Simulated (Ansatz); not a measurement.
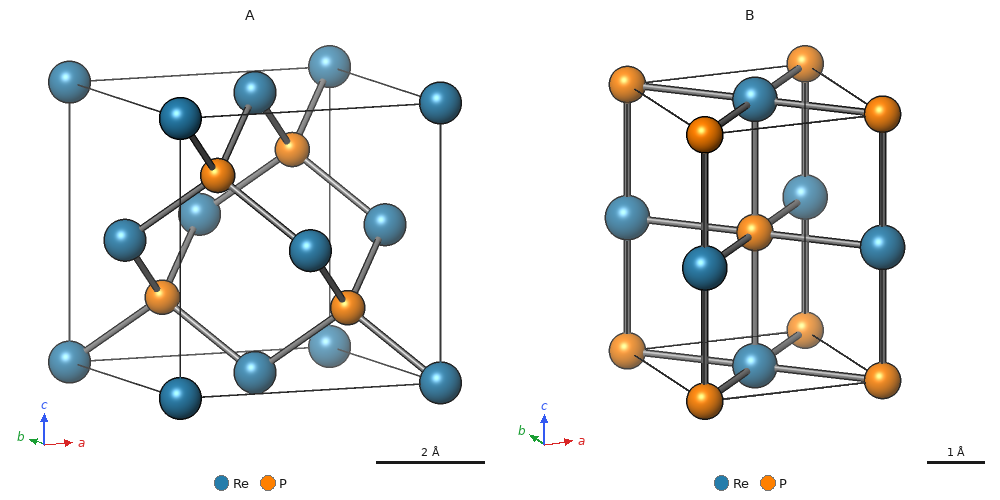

Two structures of ReP, each relaxed to rest (conventional cells in solid outline, small ones repeated, not to one scale). Method: DFT PBEsol, scalar-relativistic, plane waves, PAW (Ansatz), without spin polarisation.

Characterise the two forms.

A: zinc blende (sphalerite type), F-43m. B: 4 atoms a cell on a body-centred orthorhombic lattice, Immm.

Which polymorph is favoured?

A is lower, by 166 meV/atom at this level of theory (energies at zero smearing). Volumes: A 18.2, B 14.4 Å³/atom.

One or both may be structure types tried for this composition rather than known phases.
